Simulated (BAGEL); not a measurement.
# One shape, several levels: triplet CH2BF3O

Wanted: a comparison of 3 runs (UHF/3-21G, ROHF/6-31G*, ROHF/def2-SVP) of triplet CH2BF3O. 

Program for the calculation: BAGEL 1.2.2.

2 further runs of the same task are left out: 1 that didn't finish, 1 set aside as unsound or not needed.

### 1 The molecule

The species is CH2BF3O (8 atoms), meant as a triplet with charge 0. SMILES of the parent species: `OC(F)B(F)F`. The coordinates come from a PBE0-D4/def2-TZVP relaxation. This is one conformer, not always the lowest. That shape belongs to the parent species and isn't relaxed for this state.

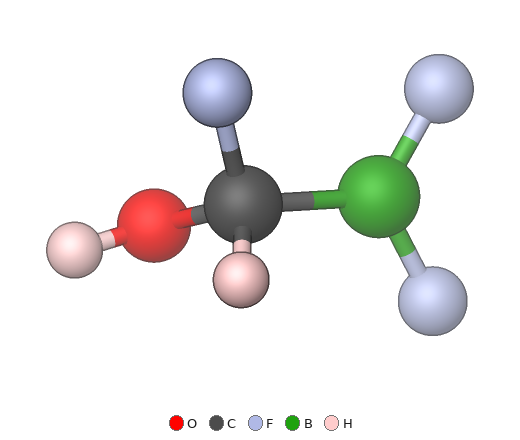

Viewed from a chosen angle; oxygen red, carbon dark grey, fluorine light blue, boron green, hydrogen pink.

### 2 The energy at UHF/3-21G (density fitting with qzvpp-jkfit) (run 1)

Contents of input.json:

```json
{ "bagel": [

{
  "title": "molecule",
  "basis": "3-21g",
  "df_basis": "qzvpp-jkfit",
  "angstrom": true,
  "geometry": [
    { "atom": "O", "xyz": [      -0.197300,      -1.323900,       0.466200 ] },
    { "atom": "C", "xyz": [       0.446500,      -0.164100,       0.086400 ] },
    { "atom": "F", "xyz": [       1.166700,       0.362800,       1.146700 ] },
    { "atom": "B", "xyz": [      -0.673500,       0.866000,      -0.392200 ] },
    { "atom": "F", "xyz": [      -1.258000,       0.689100,      -1.556000 ] },
    { "atom": "F", "xyz": [      -1.023000,       1.898300,       0.333000 ] },
    { "atom": "H", "xyz": [       0.445400,      -2.033100,       0.566400 ] },
    { "atom": "H", "xyz": [       1.185400,      -0.352200,      -0.706200 ] }
  ]
},

{
  "title": "uhf",
  "nopen": 2
},

{
  "title": "print",
  "file": "orbitals.molden",
  "orbitals": true
}

]}
```

Command:

```console
$ BAGEL_NUM_THREADS=1 BAGEL input.json > input.out
```

Output:

```text
* using 1 threads per process

  ===============================================================
  ===============================================================

  *** Geometry ***

  { "atom" : "O", "xyz" : [     -0.372843,     -2.501808,      0.880990 ] },
  { "atom" : "C", "xyz" : [      0.843763,     -0.310104,      0.163272 ] },
  { "atom" : "F", "xyz" : [      2.204743,      0.685593,      2.166949 ] },
  { "atom" : "B", "xyz" : [     -1.272731,      1.636503,     -0.741151 ] },
  { "atom" : "F", "xyz" : [     -2.377275,      1.302210,     -2.940414 ] },
  { "atom" : "F", "xyz" : [     -1.933190,      3.587267,      0.629279 ] },
  { "atom" : "H", "xyz" : [      0.841684,     -3.842002,      1.070341 ] },
  { "atom" : "H", "xyz" : [      2.240081,     -0.665562,     -1.334525 ] },

  Number of auxiliary basis functions:      494

  Since a DF basis is specified, we compute 2- and 3-index integrals:
    o Being stored without compression. Storage requirement is 0.013 GB

  Number of basis functions:       58
  Number of electrons      :       48

    * METHOD: MOLECULE                             0.16

  *** Open-shell HF ***

  === Nuclear Repulsion ===
   236.2151493908

      * DIIS with orbital gradients will be used.

  === UHF iteration (3-21g) ===
      0       -434.07502484          0.06179106           0.08
      1       -434.25027193          0.04081744           0.08
      2       -434.30963782          0.02588995           0.08
      3       -434.34653061          0.00206258           0.08
      4       -434.34908741          0.00156682           0.08
      5       -434.35065431          0.00110705           0.08
      6       -434.35258526          0.00069846           0.08
      7       -434.35336989          0.00038412           0.08
      8       -434.35349967          0.00025264           0.08
      9       -434.35357512          0.00012109           0.08
     10       -434.35358994          0.00006499           0.08
     11       -434.35359313          0.00003575           0.08
     12       -434.35359404          0.00001885           0.08
     13       -434.35359439          0.00001186           0.07
     14       -434.35359455          0.00000562           0.07
     15       -434.35359458          0.00000365           0.07
     16       -434.35359460          0.00000248           0.07
     17       -434.35359460          0.00000150           0.07
     18       -434.35359460          0.00000084           0.08
     19       -434.35359461          0.00000045           0.08
     20       -434.35359461          0.00000028           0.08
     21       -434.35359461          0.00000015           0.08
     22       -434.35359461          0.00000008           0.08
     23       -434.35359461          0.00000005           0.08
     24       -434.35359461          0.00000004           0.08
     25       -434.35359461          0.00000002           0.08
     26       -434.35359461          0.00000001           0.07
     27       -434.35359461          0.00000001           0.07
    * SCF iteration converged.

    * S^2 (UHF) is 2.0086

    * Permanent dipole moment:
           (   -1.768588,     1.632312,     0.040424) a.u.

    * METHOD: UHF                                  2.26

    * METHOD: PRINT                                0.01

  ===============================================================
```

Run time: 2.6 s. Hardware: 1 thread of Arm Neoverse V2, shared host; peak memory 0.091 GiB.

### 3 The energy at ROHF/6-31G(d) (density fitting with qzvpp-jkfit, spherical functions) (run 2)

Contents of input.json:

```json
{ "bagel" : [

{
  "title" : "molecule",
  "basis" : "6-31gs.json",
  "df_basis" : "qzvpp-jkfit",
  "angstrom" : true,
  "geometry" : [
    { "atom" : "O", "xyz" : [   -0.197300,   -1.323900,    0.466200 ] },
    { "atom" : "C", "xyz" : [    0.446500,   -0.164100,    0.086400 ] },
    { "atom" : "F", "xyz" : [    1.166700,    0.362800,    1.146700 ] },
    { "atom" : "B", "xyz" : [   -0.673500,    0.866000,   -0.392200 ] },
    { "atom" : "F", "xyz" : [   -1.258000,    0.689100,   -1.556000 ] },
    { "atom" : "F", "xyz" : [   -1.023000,    1.898300,    0.333000 ] },
    { "atom" : "H", "xyz" : [    0.445400,   -2.033100,    0.566400 ] },
    { "atom" : "H", "xyz" : [    1.185400,   -0.352200,   -0.706200 ] }
  ]
},
{
  "title" : "rohf",
  "nopen" : 2
},
{
  "title" : "print",
  "file" : "orbitals.molden",
  "orbitals" : true
}

]}
```

The basis set 6-31G* is read from a file made from the Basis Set Exchange's data (not shown).

Command:

```console
$ BAGEL_NUM_THREADS=1 BAGEL input.json > input.out
```

Output:

```text
* using 1 threads per process

  ===============================================================
  ===============================================================

  *** Geometry ***

  { "atom" : "O", "xyz" : [     -0.372843,     -2.501808,      0.880990 ] },
  { "atom" : "C", "xyz" : [      0.843763,     -0.310104,      0.163272 ] },
  { "atom" : "F", "xyz" : [      2.204743,      0.685593,      2.166949 ] },
  { "atom" : "B", "xyz" : [     -1.272731,      1.636503,     -0.741151 ] },
  { "atom" : "F", "xyz" : [     -2.377275,      1.302210,     -2.940414 ] },
  { "atom" : "F", "xyz" : [     -1.933190,      3.587267,      0.629279 ] },
  { "atom" : "H", "xyz" : [      0.841684,     -3.842002,      1.070341 ] },
  { "atom" : "H", "xyz" : [      2.240081,     -0.665562,     -1.334525 ] },

  Number of auxiliary basis functions:      494

  Since a DF basis is specified, we compute 2- and 3-index integrals:
    o Being stored without compression. Storage requirement is 0.031 GB

  Number of basis functions:       88
  Number of electrons      :       48

    * METHOD: MOLECULE                             0.21

  *** Open-shell HF ***

  === Nuclear Repulsion ===
   236.2151493908

      * DIIS with orbital gradients will be used.

  === ROHF iteration (6-31gs.json) ===
      0       -436.35001160          0.04856549           0.12
      1       -436.54859310          0.03484498           0.12
      2       -436.63037505          0.02376344           0.12
      3       -436.70023270          0.00218033           0.12
      4       -436.70434014          0.00166159           0.12
      5       -436.70731710          0.00120597           0.12
      6       -436.71007477          0.00068961           0.12
      7       -436.71096201          0.00033438           0.12
      8       -436.71119129          0.00019793           0.12
      9       -436.71120576          0.00009731           0.12
     10       -436.71123918          0.00004240           0.13
     11       -436.71123763          0.00001898           0.13
     12       -436.71123836          0.00001037           0.13
     13       -436.71123889          0.00000611           0.12
     14       -436.71123891          0.00000301           0.12
     15       -436.71123919          0.00000149           0.12
     16       -436.71123940          0.00000085           0.12
     17       -436.71123944          0.00000051           0.12
     18       -436.71123946          0.00000027           0.12
     19       -436.71123948          0.00000015           0.12
     20       -436.71123949          0.00000009           0.12
     21       -436.71123949          0.00000005           0.13
     22       -436.71123949          0.00000003           0.12
     23       -436.71123949          0.00000002           0.12
     24       -436.71123950          0.00000001           0.12
     25       -436.71123950          0.00000001           0.12
    * SCF iteration converged.

    * S^2 (ROHF) is 2.0000

    * Permanent dipole moment:
           (   -1.494475,     1.420521,     0.058623) a.u.

    * METHOD: ROHF                                 3.37

    * METHOD: PRINT                                0.01

  ===============================================================
```

Wall time 3.9 s (1 thread of Arm Neoverse V2, shared host); peak memory 0.12 GiB.

### 4 A single-point energy at ROHF/def2-SVP (density fitting with qzvpp-jkfit) (run 3)

Contents of input.json:

```json
{ "bagel": [

{
  "title": "molecule",
  "basis": "svp",
  "df_basis": "qzvpp-jkfit",
  "angstrom": "true",
  "geometry": [
    { "atom": "O", "xyz": [      -0.197300,      -1.323900,       0.466200 ] },
    { "atom": "C", "xyz": [       0.446500,      -0.164100,       0.086400 ] },
    { "atom": "F", "xyz": [       1.166700,       0.362800,       1.146700 ] },
    { "atom": "B", "xyz": [      -0.673500,       0.866000,      -0.392200 ] },
    { "atom": "F", "xyz": [      -1.258000,       0.689100,      -1.556000 ] },
    { "atom": "F", "xyz": [      -1.023000,       1.898300,       0.333000 ] },
    { "atom": "H", "xyz": [       0.445400,      -2.033100,       0.566400 ] },
    { "atom": "H", "xyz": [       1.185400,      -0.352200,      -0.706200 ] }
  ]
},

{ "title": "rohf", "nopen": 2 },

{ "title": "print", "file": "orbitals.molden", "orbitals": "true" }

]}
```

Command:

```console
$ BAGEL_NUM_THREADS=1 BAGEL input.json > input.out
```

Output:

```text
* using 1 threads per process

  ===============================================================
  ===============================================================

  *** Geometry ***

  { "atom" : "O", "xyz" : [     -0.372843,     -2.501808,      0.880990 ] },
  { "atom" : "C", "xyz" : [      0.843763,     -0.310104,      0.163272 ] },
  { "atom" : "F", "xyz" : [      2.204743,      0.685593,      2.166949 ] },
  { "atom" : "B", "xyz" : [     -1.272731,      1.636503,     -0.741151 ] },
  { "atom" : "F", "xyz" : [     -2.377275,      1.302210,     -2.940414 ] },
  { "atom" : "F", "xyz" : [     -1.933190,      3.587267,      0.629279 ] },
  { "atom" : "H", "xyz" : [      0.841684,     -3.842002,      1.070341 ] },
  { "atom" : "H", "xyz" : [      2.240081,     -0.665562,     -1.334525 ] },

  Number of auxiliary basis functions:      494

  Since a DF basis is specified, we compute 2- and 3-index integrals:
    o Being stored without compression. Storage requirement is 0.035 GB

  Number of basis functions:       94
  Number of electrons      :       48

    * METHOD: MOLECULE                             0.21

  *** Open-shell HF ***

  === Nuclear Repulsion ===
   236.2151493908

      * DIIS with orbital gradients will be used.

  === ROHF iteration (svp) ===
      0       -436.03716790          0.04222912           0.14
      1       -436.23136441          0.03000381           0.13
      2       -436.30536212          0.02018823           0.13
      3       -436.36544125          0.00197417           0.13
      4       -436.36940904          0.00156195           0.13
      5       -436.37255040          0.00117974           0.13
      6       -436.37589406          0.00074339           0.13
      7       -436.37718423          0.00038435           0.13
      8       -436.37749915          0.00022659           0.14
      9       -436.37753357          0.00010887           0.14
     10       -436.37758520          0.00005257           0.13
     11       -436.37758166          0.00002217           0.13
     12       -436.37758385          0.00001130           0.13
     13       -436.37758476          0.00000633           0.13
     14       -436.37758493          0.00000350           0.13
     15       -436.37758513          0.00000166           0.14
     16       -436.37758537          0.00000091           0.13
     17       -436.37758543          0.00000058           0.13
     18       -436.37758545          0.00000032           0.13
     19       -436.37758547          0.00000016           0.13
     20       -436.37758547          0.00000010           0.13
     21       -436.37758548          0.00000006           0.13
     22       -436.37758548          0.00000003           0.13
     23       -436.37758548          0.00000002           0.13
     24       -436.37758549          0.00000001           0.14
     25       -436.37758549          0.00000001           0.14
    * SCF iteration converged.

    * S^2 (ROHF) is 2.0000

    * Permanent dipole moment:
           (   -1.485660,     1.501996,     0.063211) a.u.

    * METHOD: ROHF                                 3.66

    * METHOD: PRINT                                0.01

  ===============================================================
```

It took 4.2 s on 1 thread of Arm Neoverse V2, shared host; peak memory 0.13 GiB.

### 5 All runs side by side

```csv
run,level,energy (Eh),dipole moment (D),⟨S²⟩,wall time
1,UHF/3-21G (density fitting with qzvpp-jkfit),-434.353595,6.12,2.009,2.6 s
2,"ROHF/6-31G* (density fitting with qzvpp-jkfit, spherical functions)",-436.711239,5.24,2.000,3.9 s
3,ROHF/def2-SVP (density fitting with qzvpp-jkfit),-436.377585,5.37,2.000,4.2 s
```

### 6 Results

| quantity | value |
| --- | --- |
| run 3: total energy | -436.37759 Eh |
| run 3: dipole moment | 5.37 D |
| run 3: ⟨S²⟩ | 2.000 |

**Reading.** The dipole moment (its size) runs from 5.24 D (ROHF/6-31G*) to 6.12 D (UHF/3-21G). The two ends differ in method and basis. All runs together took 11 s, the longest 4.2 s.
